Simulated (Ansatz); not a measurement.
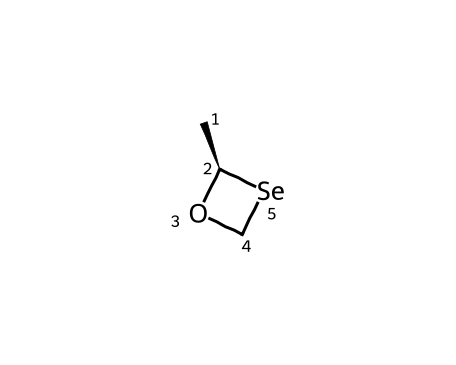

Skeletal drawing with numbered atoms; wedges and dashes mark any stereocentres. The configuration is that of a computed structure (PBE-D4/def2-SVP).

### Give the R/S and E/Z labels.

C2: R.

### Write the isomeric SMILES.

C[C@@H]1OC[Se]1
